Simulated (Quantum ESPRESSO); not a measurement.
# SrNi2As2 (I4/mmm): zone-centre phonons, part 2 of 2

Which modes does SrNi2As2 (I4/mmm) have at the zone centre?

Quantum ESPRESSO 7.5; DFT LDA, scalar-relativistic, plane waves, GBRV ultrasoft pseudopotentials.

So far. Step 2 (A first look): No gap opens on this mesh, so smearing is kept; the start stands at -4.4 GPa. Step 4 (Self-consistent run for the response): The cell stands at 0.018 GPa, close enough for phonons. The relaxed cell has a = 4.074, c = 10.037 Å (conventional setting).

### Step 5. Zone-centre response

At q = 0 one unit cell holds all displacements; symmetry groups them into irreducible representations that are solved one by one. With smeared occupations no response to a homogeneous field can be asked.

ph.in reads:

```
phonons
&inputph
   prefix = 'x'
   outdir = './tmp'
   fildyn = 'g.dyn'
   tr2_ph = 1.0d-18
   alpha_mix(1) = 0.4
   nmix_ph = 8
/
0.000000000000 0.000000000000 0.000000000000
```

Started as:

```sh
$ OMP_NUM_THREADS=1 mpirun -n 4 ph.x -nk 4 -in ph.in > ph.out
```

The log of the run:

```text
[banners, grids, parts of the stress and lines that vanish by symmetry left out]
[banner, memory and clock lines left out]
Program PHONON v.7.5

     ./tmp/x.save/

     IMPORTANT: XC functional enforced from input :
     Exchange-correlation= PZ
                           (   1   1   0   0   0   0   0)
     Any further DFT definition will be discarded
     Please, verify this is what you really want

     G-vector sticks info

     Check: negative core charge=   -0.000003

     negative rho (up, down):  6.553E-02 0.000E+00
     Reading collected, re-writing distributed wavefunctions in ./tmp/

     Number and degeneracy of irreps per q-point
       N         xq(1)         xq(2)         xq(3)   N irreps
       1   0.000000000   0.000000000   0.000000000      10
        1   1   2   2   1   1   1   2   2   2

     Calculation of q =    0.0000000   0.0000000   0.0000000

     phonons

     bravais-lattice index     =            0
     lattice parameter (alat)  =      10.9354  a.u.
     unit-cell volume          =     562.1481 (a.u.)^3
     number of atoms/cell      =            5
     number of atomic types    =            3
     kinetic-energy cut-off    =      45.0000  Ry
     charge density cut-off    =     270.0000  Ry
     convergence threshold     =      1.0E-18
     beta                      =       0.4000
     number of iterations used =            8
     Exchange-correlation= PZ
                           (   1   1   0   0   0   0   0)

     celldm(1)=   10.93541  celldm(2)=    0.00000  celldm(3)=    0.00000
     celldm(4)=    0.00000  celldm(5)=    0.00000  celldm(6)=    0.00000

     crystal axes: (cart. coord. in units of alat)
               a(1) = ( -0.3520  0.3520  0.8673 )
               a(2) = (  0.3520 -0.3520  0.8673 )
               a(3) = (  0.3520  0.3520 -0.8673 )

     reciprocal axes: (cart. coord. in units 2 pi/alat)
               b(1) = (  0.0000  1.4204  0.5765 )
               b(2) = (  1.4204  0.0000  0.5765 )
               b(3) = (  1.4204  1.4204  0.0000 )

     Atoms inside the unit cell:

     Cartesian axes

     site n.  atom      mass           positions (alat units)
        1  Sr     87.6200   tau(    1) = (    0.00000    0.00000    0.00000  )
        2  Ni     58.6934   tau(    2) = (    0.00000    0.35202    0.43364  )
        3  Ni     58.6934   tau(    3) = (    0.35202   -0.00000    0.43364  )
        4  As     74.9216   tau(    4) = (   -0.00000    0.00000    1.10504  )
        5  As     74.9216   tau(    5) = (   -0.00000   -0.00000    0.62951  )

     Computing dynamical matrix for
                    q = (   0.0000000   0.0000000   0.0000000 )

     17 Sym.Ops. (with q -> -q+G )

     G cutoff =  817.8515  (  42145 G-vectors)     FFT grid: ( 60, 60, 60)
     G cutoff =  545.2343  (  22909 G-vectors)  smooth grid: ( 48, 48, 48)

     number of k points=    30  Marzari-Vanderbilt smearing, width (Ry)=  0.0200
                       cart. coord. in units 2pi/alat
        k(    1) = (   0.0000000   0.0000000   0.0000000), wk =   0.0092593
        k(    2) = (   0.2367309   0.2367309   0.0000000), wk =   0.0370370
        k(    3) = (   0.4734617   0.4734617   0.0000000), wk =   0.0370370
        [... further k-points left out ...]

     PseudoPot. # 1 for Sr read from file:
     ./pseudo/Sr.upf
     Pseudo is Ultrasoft + core correction, Zval = 10.0
     Using radial grid of  883 points,  6 beta functions with:
                l(1) =   0
                l(2) =   0
                l(3) =   1
                l(4) =   1
                l(5) =   2
                l(6) =   2
     Q(r) pseudized with  6 coefficients,  rinner =    1.400   1.400   1.400
                                                       1.400   1.400

     PseudoPot. # 2 for Ni read from file:
     ./pseudo/Ni.upf
     Pseudo is Ultrasoft + core correction, Zval = 18.0
     Using radial grid of  865 points,  6 beta functions with:
                l(1) =   0
                l(2) =   0
                l(3) =   1
                l(4) =   1
                l(5) =   2
                l(6) =   2
     Q(r) pseudized with 10 coefficients,  rinner =    0.980   0.980   0.980
                                                       0.980   0.980

     PseudoPot. # 3 for As read from file:
     ./pseudo/As.upf
     Pseudo is Ultrasoft + core correction, Zval =  5.0
     Using radial grid of  875 points,  6 beta functions with:
                l(1) =   0
                l(2) =   0
                l(3) =   1
                l(4) =   1
                l(5) =   2
                l(6) =   2
     Q(r) pseudized with  8 coefficients,  rinner =    1.300   1.300   1.300
                                                       1.300   1.300

     Mode symmetry, D_4h(4/mmm) point group:

     Atomic displacements:
     There are   10 irreducible representations

     Representation     1      1 modes -  To be done

     Representation     2      1 modes -  To be done

     Representation     3      2 modes -  To be done

     Representation     4      2 modes -  To be done

     Representation     5      1 modes -  To be done

     Representation     6      1 modes -  To be done

     Representation     7      1 modes -  To be done

     Representation     8      2 modes -  To be done

     Representation     9      2 modes -  To be done

     Representation    10      2 modes -  To be done

     Alpha used in Ewald sum =   2.4000

     negative rho (up, down):  6.553E-02 0.000E+00

     Representation #   1 mode #   1

     Self-consistent Calculation

     Pert. #  1: Fermi energy shift (Ry) =     1.6677E-01    -8.0779E-28

      iter #   1   av.it.:   7.6
      thresh= 1.000E-02 alpha_mix =  0.400 |ddv_scf|^2 =  2.848E-06

     Pert. #  1: Fermi energy shift (Ry) =    -5.7865E-01    -2.0195E-28

      iter #   2   av.it.:  18.4
      thresh= 1.688E-04 alpha_mix =  0.400 |ddv_scf|^2 =  7.098E-06

     Pert. #  1: Fermi energy shift (Ry) =     1.8969E-01     2.0195E-28

      iter #   3   av.it.:  17.6
      thresh= 2.664E-04 alpha_mix =  0.400 |ddv_scf|^2 =  1.010E-06

     Pert. #  1: Fermi energy shift (Ry) =    -3.4404E-02     4.0390E-28

      iter #   4   av.it.:  17.2
      thresh= 1.005E-04 alpha_mix =  0.400 |ddv_scf|^2 =  6.377E-09

     Pert. #  1: Fermi energy shift (Ry) =    -2.2636E-02     2.0195E-28

      iter #   5   av.it.:  18.1
      thresh= 7.986E-06 alpha_mix =  0.400 |ddv_scf|^2 =  9.397E-11

     Pert. #  1: Fermi energy shift (Ry) =    -2.1460E-02     2.0195E-28

      iter #   6   av.it.:  17.7
      thresh= 9.694E-07 alpha_mix =  0.400 |ddv_scf|^2 =  1.177E-11

     Pert. #  1: Fermi energy shift (Ry) =    -2.0763E-02     2.0195E-28

      iter #   7   av.it.:  18.7
      thresh= 3.431E-07 alpha_mix =  0.400 |ddv_scf|^2 =  3.568E-13

     Pert. #  1: Fermi energy shift (Ry) =    -2.0848E-02     2.0195E-28

      iter #   8   av.it.:  17.8
      thresh= 5.973E-08 alpha_mix =  0.400 |ddv_scf|^2 =  4.354E-14

     Pert. #  1: Fermi energy shift (Ry) =    -2.0905E-02     2.0195E-28

      iter #   9   av.it.:  18.8
      thresh= 2.087E-08 alpha_mix =  0.400 |ddv_scf|^2 =  5.851E-16

     Pert. #  1: Fermi energy shift (Ry) =    -2.0901E-02     2.0195E-28

      iter #  10   av.it.:  18.6
      thresh= 2.419E-09 alpha_mix =  0.400 |ddv_scf|^2 =  1.294E-17

     Pert. #  1: Fermi energy shift (Ry) =    -2.0900E-02     2.0195E-28

      iter #  11   av.it.:  19.6
      thresh= 3.598E-10 alpha_mix =  0.400 |ddv_scf|^2 =  1.614E-18

     Pert. #  1: Fermi energy shift (Ry) =    -2.0901E-02     2.0195E-28

      iter #  12   av.it.:  18.6
      thresh= 1.270E-10 alpha_mix =  0.400 |ddv_scf|^2 =  2.437E-20

     End of self-consistent calculation

     Convergence has been achieved

     Representation #   2 mode #   2

     Self-consistent Calculation
      iter #   1   av.it.:  10.8
      thresh= 1.000E-02 alpha_mix =  0.400 |ddv_scf|^2 =  1.408E-05
      iter #   2   av.it.:  16.6
      thresh= 3.752E-04 alpha_mix =  0.400 |ddv_scf|^2 =  1.368E-06
[...]
End of self-consistent calculation

     Convergence has been achieved

     Representation #   3 modes #   3   4

     Self-consistent Calculation
[...]
End of self-consistent calculation

     Convergence has been achieved

     Representation #   4 modes #   5   6

     Self-consistent Calculation
[...]
End of self-consistent calculation

     Convergence has been achieved

     Representation #   5 mode #   7

     Self-consistent Calculation
[...]
End of self-consistent calculation

     Convergence has been achieved

     Representation #   6 mode #   8

     Self-consistent Calculation
[...]
End of self-consistent calculation

     Convergence has been achieved

     Representation #   7 mode #   9

     Self-consistent Calculation
[...]
End of self-consistent calculation

     Convergence has been achieved

     Representation #   8 modes #  10  11

     Self-consistent Calculation
[...]
End of self-consistent calculation

     Convergence has been achieved

     Representation #   9 modes #  12  13

     Self-consistent Calculation
[...]
End of self-consistent calculation

     Convergence has been achieved

     Representation #  10 modes #  14  15

     Self-consistent Calculation
[...]
iter #   3   av.it.:  20.3
      thresh= 7.051E-06 alpha_mix =  0.400 |ddv_scf|^2 =  6.125E-10
      iter #   4   av.it.:  20.4
      thresh= 2.475E-06 alpha_mix =  0.400 |ddv_scf|^2 =  4.136E-12
      iter #   5   av.it.:  22.1
      thresh= 2.034E-07 alpha_mix =  0.400 |ddv_scf|^2 =  2.671E-13
      iter #   6   av.it.:  22.4
      thresh= 5.168E-08 alpha_mix =  0.400 |ddv_scf|^2 =  6.613E-15
      iter #   7   av.it.:  21.8
      thresh= 8.132E-09 alpha_mix =  0.400 |ddv_scf|^2 =  4.314E-16
      iter #   8   av.it.:  22.3
      thresh= 2.077E-09 alpha_mix =  0.400 |ddv_scf|^2 =  8.702E-18
      iter #   9   av.it.:  22.9
      thresh= 2.950E-10 alpha_mix =  0.400 |ddv_scf|^2 =  1.010E-19

     End of self-consistent calculation

     Convergence has been achieved

     Number of q in the star =    1
     List of q in the star:
          1   0.000000000   0.000000000   0.000000000

     Diagonalizing the dynamical matrix

     q = (    0.000000000   0.000000000   0.000000000 )

 **************************************************************************
     freq (    1) =      -1.235657 [THz] =     -41.217086 [cm-1]
     freq (    2) =      -1.235657 [THz] =     -41.217086 [cm-1]
     freq (    3) =      -0.248512 [THz] =      -8.289473 [cm-1]
     freq (    4) =      -0.233213 [THz] =      -7.779137 [cm-1]
     freq (    5) =      -0.233213 [THz] =      -7.779137 [cm-1]
     freq (    6) =       4.145939 [THz] =     138.293628 [cm-1]
     freq (    7) =       4.145939 [THz] =     138.293628 [cm-1]
     freq (    8) =       4.326843 [THz] =     144.327949 [cm-1]
     freq (    9) =       4.470546 [THz] =     149.121370 [cm-1]
     freq (   10) =       5.689819 [THz] =     189.791931 [cm-1]
     freq (   11) =       6.484410 [THz] =     216.296626 [cm-1]
     freq (   12) =       7.234135 [THz] =     241.304785 [cm-1]
     freq (   13) =       7.234135 [THz] =     241.304785 [cm-1]
     freq (   14) =       7.255219 [THz] =     242.008059 [cm-1]
     freq (   15) =       7.255219 [THz] =     242.008059 [cm-1]
 **************************************************************************

     Mode symmetry, D_4h(4/mmm) point group:

     freq (   1-   2) =        -41.2  [cm-1]   --> E_g  X_5  M_5   R
     freq (   3-   3) =         -8.3  [cm-1]   --> A_2u X_4' M_4'  I
     freq (   4-   5) =         -7.8  [cm-1]   --> E_u  X_5' M_5'  I
     freq (   6-   7) =        138.3  [cm-1]   --> E_u  X_5' M_5'  I
     freq (   8-   8) =        144.3  [cm-1]   --> A_2u X_4' M_4'  I
     freq (   9-   9) =        149.1  [cm-1]   --> B_1g X_2  M_2   R
     freq (  10-  10) =        189.8  [cm-1]   --> A_1g X_1  M_1   R
     freq (  11-  11) =        216.3  [cm-1]   --> A_2u X_4' M_4'  I
     freq (  12-  13) =        241.3  [cm-1]   --> E_u  X_5' M_5'  I
     freq (  14-  15) =        242.0  [cm-1]   --> E_g  X_5  M_5   R
```

It took 38 min on 4 MPI ranks of Arm Neoverse V1, shared host.

Read from the output:

```yaml
largest_acoustic_frequency_at_the_zone_centre_before_the_sum_rule: -8.29 cm⁻¹
highest_optical_zone_centre_mode_no_lo_to_term: 242.0 cm⁻¹
lowest_optical_zone_centre_mode: -41.22 cm⁻¹
```

The acoustic modes at Γ come out as far as 8.3 cm⁻¹ from zero, where they should vanish, a small numerical error. The lowest optical mode is imaginary, 41i cm⁻¹, an instability at this level and on this k mesh.

### Step 6. Modes with the sum rule

A rigid shift of the crystal must cost nothing, but grids and finite bases break this; the acoustic sum rule is imposed before the matrix is diagonalised again.

dynmat.in reads:

```
&input
   fildyn = 'g.dyn'
   asr = 'crystal'
   fileig = 'dynmat.eig'
/
```

Started as:

```sh
$ dynmat.x -in dynmat.in > dynmat.out
```

The log of the run:

```text
[banner, memory and clock lines left out]
Program DYNMAT v.7.5

     Reading Dynamical Matrix from file g.dyn
     ...Force constants read
     ...epsilon and Z* not read (not found on file)
     Acoustic Sum Rule: || Z*(ASR) - Z*(orig)|| =    0.000000E+00
     Acoustic Sum Rule: ||dyn(ASR) - dyn(orig)||=    6.241056E-04
     A direction for q was not specified:TO-LO splitting will be absent

     Polarizability (A^3 units)
     multiply by 1.000000 for Clausius-Mossotti correction
         0.000000    0.000000    0.000000
         0.000000    0.000000    0.000000
         0.000000    0.000000    0.000000

     IR activities are in (D/A)^2/amu units

# mode   [cm-1]    [THz]      IR
    1    -41.22   -1.2357    0.0000
    2    -41.22   -1.2357    0.0000
    3     -0.00   -0.0000    0.0000
    4     -0.00   -0.0000    0.0000
    5      0.00    0.0000    0.0000
    6    138.30    4.1461    0.0000
    7    138.30    4.1461    0.0000
    8    144.33    4.3270    0.0000
    9    149.12    4.4705    0.0000
   10    189.79    5.6898    0.0000
   11    216.32    6.4850    0.0000
   12    241.31    7.2342    0.0000
   13    241.31    7.2342    0.0000
   14    242.01    7.2552    0.0000
   15    242.01    7.2552    0.0000

[end of the log left out, with the tail of the file of modes that dynmat.x writes under the same name]
```

Elapsed: 0.47 s, on 1 thread.

Unit eigenvectors of the mass-weighted matrix after the sum rule; no LO-TO term. The modes at Γ (shares of kinetic energy by element, %) (negative means imaginary):

```
mode  frequency (cm⁻¹)  Sr %  Ni %  As %
   1             -41.2     0    63    37
   2             -41.2     0    63    37
   3               0.0    25    33    42
   4               0.0    25    33    42
   5               0.0    25    33    42
   6             138.3    74    18     8
   7             138.3    74    18     8
   8             144.3    72     3    25
   9             149.1     0   100     0
  10             189.8     0     0   100
  11             216.3     3    64    33
  12             241.3     1    49    50
  13             241.3     1    49    50
  14             242.0     0    37    63
  15             242.0     0    37    63
```

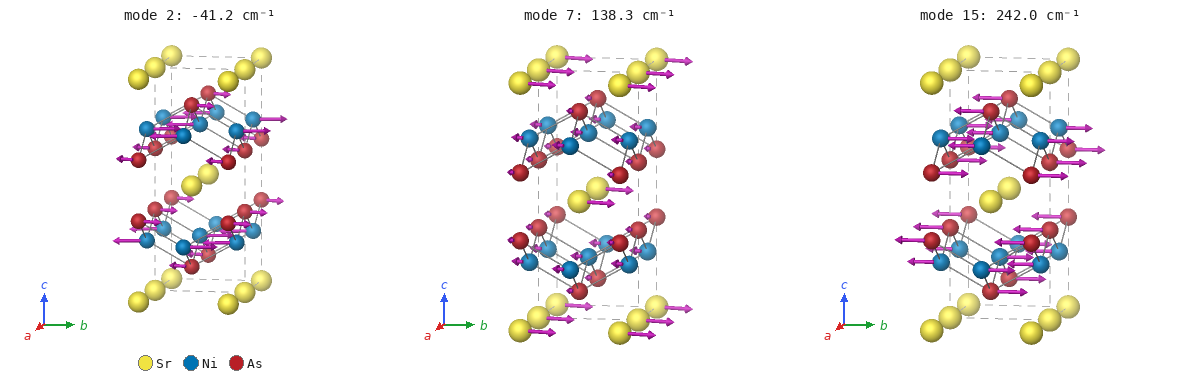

Displacement patterns of modes 2, 7 and 15 at Γ; arrows are exaggerated. 2×1×1 conventional cells are drawn. Some periodic images of atoms are drawn too.

The rule moves no optical mode by more than 0.1 cm⁻¹.

### Step 7. Sum rules set otherwise: a sum rule for molecules or wires on a crystal

This rule also removes rotations, which suits wires and not a crystal; it is tried to see the harm.

dynmat.in reads:

```
&input
   fildyn = 'g.dyn'
   asr = 'one-dim'
   fileig = 'dynmat.eig'
/
```

Started as:

```sh
$ dynmat.x -in dynmat.in > dynmat.out
```

The log of the run:

```text
[banner, memory and clock lines left out]
Program DYNMAT v.7.5

     Reading Dynamical Matrix from file g.dyn
     ...Force constants read
     ...epsilon and Z* not read (not found on file)
asr rotation axis in 1D system=    3
     Acoustic Sum Rule: || Z*(ASR) - Z*(orig)|| =    0.000000E+00
     Acoustic Sum Rule: ||dyn(ASR) - dyn(orig)||=    2.515306E-01
     A direction for q was not specified:TO-LO splitting will be absent

     Polarizability (A^3 units)
     multiply by 1.000000 for Clausius-Mossotti correction
         0.000000    0.000000    0.000000
         0.000000    0.000000    0.000000
         0.000000    0.000000    0.000000

     IR activities are in (D/A)^2/amu units

# mode   [cm-1]    [THz]      IR
    1    -41.22   -1.2357    0.0000
    2     -0.00   -0.0000    0.0000
    3     -0.00   -0.0000    0.0000
    4     -0.00   -0.0000    0.0000
    5      0.00    0.0000    0.0000
    6    116.93    3.5053    0.0000
    7    138.30    4.1461    0.0000
    8    144.33    4.3270    0.0000
    9    149.12    4.4705    0.0000
   10    177.42    5.3190    0.0000
   11    189.79    5.6898    0.0000
   12    216.32    6.4850    0.0000
   13    241.31    7.2342    0.0000
   14    241.78    7.2485    0.0000
   15    242.01    7.2552    0.0000

[end of the log left out, with the tail of the file of modes that dynmat.x writes under the same name]
```

The job ended after 0.46 s (1 thread).

The run ended normally, but on settings that are not sound.

The fault: a sum rule for molecules or wires on a crystal; 1 optical mode is projected out to zero frequency, as if it were a rotation.

For a crystal the rule has to be 'simple' or 'crystal'.

Zone-centre frequencies as printed; negative means imaginary. Modes:

```
mode  frequency (cm⁻¹)
   1            -41.22
   2                 0
   3                 0
   4                 0
   5                 0
   6             116.9
   7             138.3
   8             144.3
   9             149.1
  10             177.4
  11             189.8
  12             216.3
  13             241.3
  14             241.8
  15               242
```

### Step 8. Sum rules set otherwise (asr simple)

The rule can be imposed in more than one way; the choices should agree where the raw error is small.

dynmat.in reads:

```
&input
   fildyn = 'g.dyn'
   asr = 'simple'
   fileig = 'dynmat.eig'
/
```

Started as:

```sh
$ dynmat.x -in dynmat.in > dynmat.out
```

The log of the run:

```text
[banner, memory and clock lines left out]
Program DYNMAT v.7.5

     Reading Dynamical Matrix from file g.dyn
     ...Force constants read
     ...epsilon and Z* not read (not found on file)
     A direction for q was not specified:TO-LO splitting will be absent

     Polarizability (A^3 units)
     multiply by 1.000000 for Clausius-Mossotti correction
         0.000000    0.000000    0.000000
         0.000000    0.000000    0.000000
         0.000000    0.000000    0.000000

     IR activities are in (D/A)^2/amu units

# mode   [cm-1]    [THz]      IR
    1    -40.38   -1.2106    0.0000
    2    -40.38   -1.2106    0.0000
    3     -0.00   -0.0000    0.0000
    4      0.00    0.0000    0.0000
    5      0.00    0.0000    0.0000
    6    138.49    4.1517    0.0000
    7    138.49    4.1517    0.0000
    8    144.48    4.3313    0.0000
    9    149.53    4.4829    0.0000
   10    189.90    5.6932    0.0000
   11    216.51    6.4909    0.0000
   12    241.44    7.2382    0.0000
   13    241.44    7.2382    0.0000
   14    242.14    7.2592    0.0000
   15    242.14    7.2592    0.0000

[end of the log left out, with the tail of the file of modes that dynmat.x writes under the same name]
```

It took 0.45 s on 1 thread.

Numbers from this step:

* highest optical zone-centre mode (no LO-TO term): 242.1 cm⁻¹
* lowest optical zone-centre mode: -40.38 cm⁻¹

Zone-centre frequencies as printed; negative means imaginary. Modes:

```
mode  frequency (cm⁻¹)
   1            -40.38
   2            -40.38
   3                 0
   4                 0
   5                 0
   6             138.5
   7             138.5
   8             144.5
   9             149.5
  10             189.9
  11             216.5
  12             241.4
  13             241.4
  14             242.1
  15             242.1
```

Against the first rule no mode moves by more than 0.9 cm⁻¹.

### Step 9. What came out

```json
{
  "space group after relaxation": "I4/mmm",
  "volume per atom": "16.7 Å³",
  "highest optical zone-centre mode (no LO-TO term)": "242.0 cm⁻¹",
  "lowest optical zone-centre mode": "-41.2 cm⁻¹",
  "imaginary optical modes at the zone centre (no q mesh in this session)": "yes"
}
```

**Reading.** At the LDA level the optical modes of SrNi2As2 (I4/mmm) at the zone centre run from 41i to 242 cm⁻¹, so the structure is a saddle point, with 2 modes beyond 10i cm⁻¹ there. Of the 12 optical modes, 6 are Raman active alone and 6 are infrared active alone; inversion symmetry keeps the two sets apart. These are harmonic frequencies at zero temperature: anharmonic shifts and linewidths and thermal expansion are left out. In a metal the frequencies hang on the k mesh and the smearing, most of all near Kohn anomalies. The runs are without spin polarisation, although the cell has an odd electron count or an open d or f shell, so a magnetic state was not tested. The structure comes from a database and need not be the phase that is stable at ambient conditions.

[Host names and launcher messages were left out of these logs when they were recorded.]

[Logs are printed without paths, hosts, clocks, repeated set-up lines and the standing remarks that a program may print on its own settings, such as how far it seeks lower states.]

[Hosts, paths, dates, database ids (printed as entryN), source tags and the programs' standing remarks are cut or masked in the printed files.]
